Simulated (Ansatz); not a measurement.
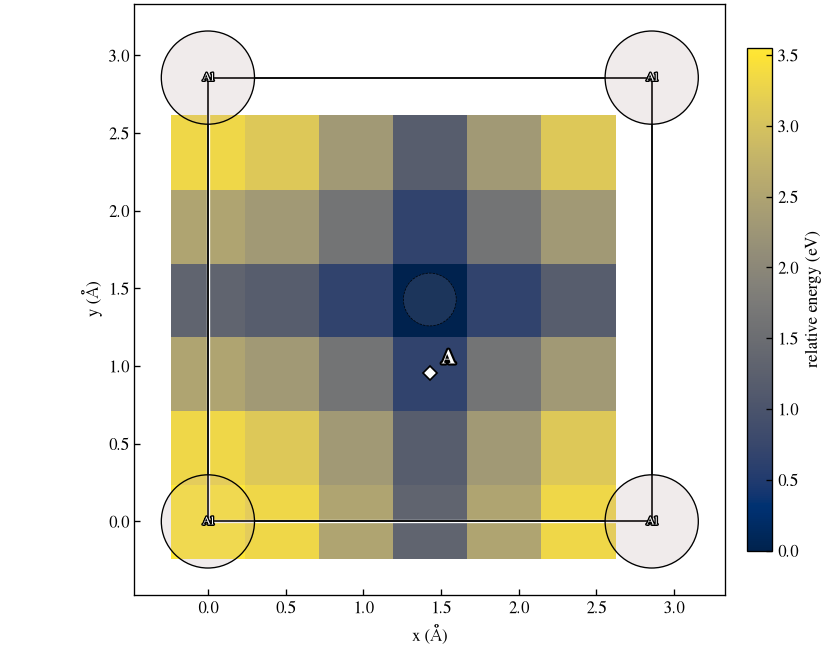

N on an Al(100) slab cut from the Fm-3m phase, its upper half relaxed before the scan (12 atoms of substrate and one adsorbate in a 2 × 2 cell). N is moved over the surface cell; relaxed at each place: the height of the adsorbate's atoms; substrate rigid; the origin of the map has the adsorbate above Al9. Places are given modulo a cell vector. The map is drawn in real space over the plane of the surface. Grid: 6 × 6 points; 10 points were computed and 26 follow by symmetry. Places are given in fractions of the 1 × 1 surface cell. All energies are given in eV relative to the lowest grid point. At some places the adsorbate sinks to or below the level of the top layer. These are results of DFT PBE, scalar-relativistic, plane waves, PAW in Ansatz 0.2.0, not measurements. Settings: cutoff 420 eV, k-mesh 5×5×1, gaussian smearing 0.1 eV, no spin polarisation.

In the figure: one coloured cell a grid point, labelled circles for the atoms of the top layer and small ones for the second layer, the outline of one cell of the plane, the point A.

**Which way does the force act at A, and how strong is it?**

A, at (3/6, 2/6) of the cell vectors, is not a stationary point. The computed force is 1.7 eV/Å in the plane, pointing up in the picture (components 0.0 and 1.7 eV/Å).
